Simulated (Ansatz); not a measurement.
# BH5Si···H2O: what the fields show

```yaml
atoms:
  - { symbol: B, position_ang: [0.1547, 0.4059, -0.3362] }
  - { symbol: O, position_ang: [-0.3621, -0.3059, 2.1017] }
  - { symbol: H, position_ang: [-1.2474, 0.1047, 2.1679] }
  - { symbol: H, position_ang: [1.2057, -0.1981, -0.4368] }
  - { symbol: H, position_ang: [-0.8302, -0.0810, -0.8583] }
  - { symbol: Si, position_ang: [0.1124, 2.2052, 0.4659] }
  - { symbol: H, position_ang: [1.0591, 2.3208, 1.6452] }
  - { symbol: H, position_ang: [0.5293, 3.2860, -0.5072] }
  - { symbol: H, position_ang: [-1.2445, 2.6033, 0.9979] }
  - { symbol: H, position_ang: [0.2353, 0.4137, 2.4327] }
```

Not at a stationary point (largest force 0.8 eV/Å).

Computed with RKS PBE-D4/def2-SVP (Ansatz).

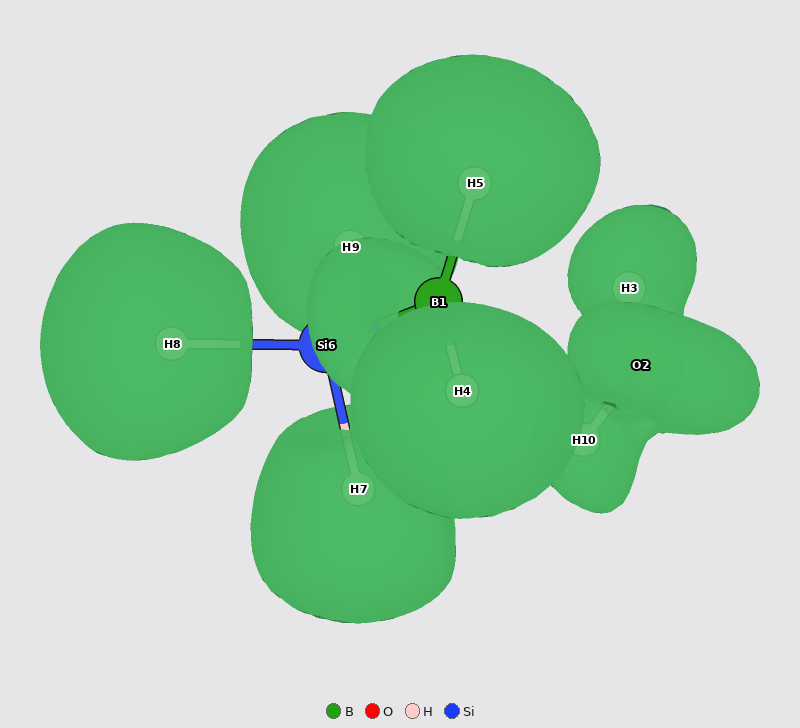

Figure 1. Isosurface of the electron localisation function at 0.8 (green), seen from one side. Core shells and regions of very low density are left out.

### Describe the localisation domains.

At this value the surface marks out one region between bonded B–Si atoms (shared pairs), five regions around hydrogen nuclei and one joined region spread over several atoms (H, O), in which their bonds and any lone pairs are merged.


B1···O2 (2.59 Å): the ELF is about 0.20 at the midpoint. Si–B (1.97 Å): the ELF peaks at about 1 between the atoms: a shared electron pair.

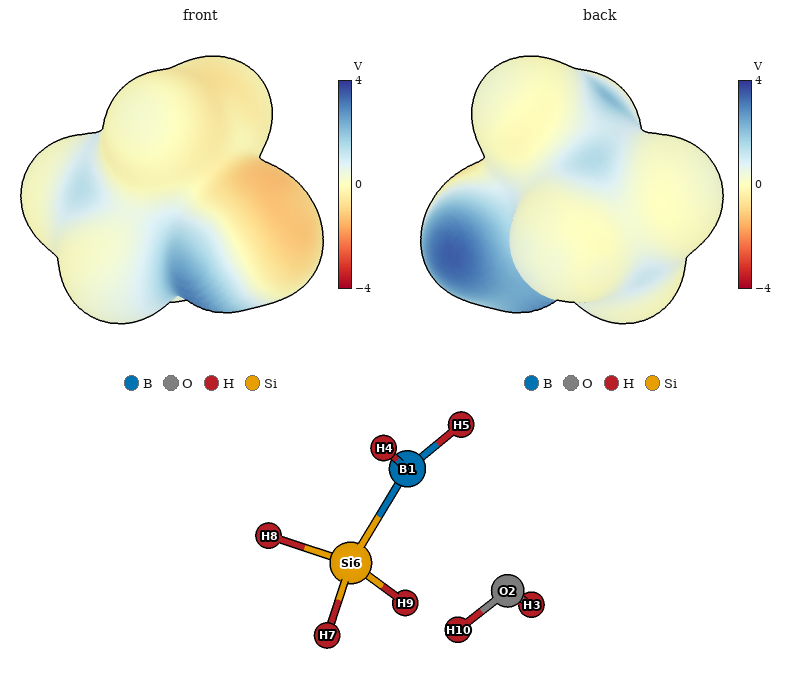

Figure 2. The molecular electrostatic potential painted on the density surface at 0.004 e/bohr³, seen from the front and from behind; red is negative and blue positive. The bare structure is drawn below in the same view.

### Describe the electrostatic potential map.

The most negative region (about −1.3 V) lies over O2, the most positive (about +3.4 V) over H3. O2 is the likeliest acceptor of a hydrogen bond.

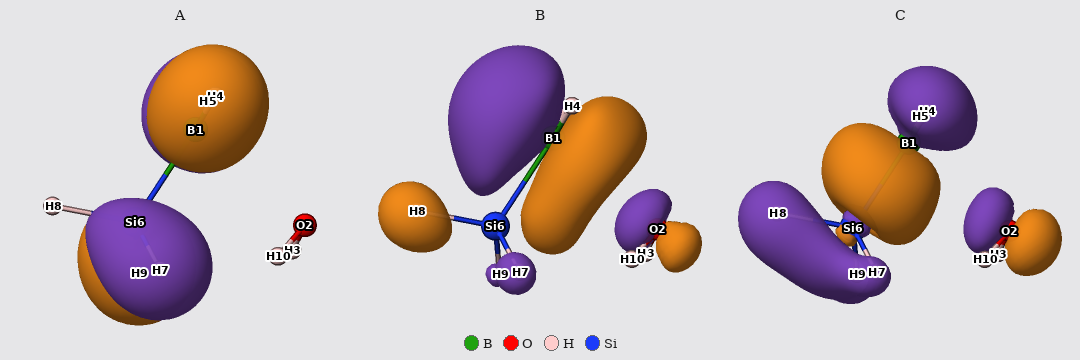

Figure 3. Three frontier orbitals at ±0.1 Å⁻³ᐟ² (orange and purple are the two phases), in no order.

### Which picture is the HOMO−1, the HOMO and the LUMO?

A is the HOMO−1 (−7.68 eV). By Hirshfeld shares it lies mainly on B1 (about 25 %), Si6 (about 20 %), H5 (about 15 %), H4 (about 15 %), H9 (about 15 %) and H7 (about 10 %). C is the HOMO (−6.97 eV). By Hirshfeld shares it lies mainly on B1 (about 35 %), Si6 (about 35 %), O2 (about 10 %), H8 (about 5 %) and H4 (about 5 %). B is the LUMO (−2.64 eV). Its weight (Hirshfeld) is mainly on B1 (about 55 %), Si6 (about 15 %) and O2 (about 10 %).

### What is the HOMO–LUMO gap?

4.33 eV between the orbital energies.
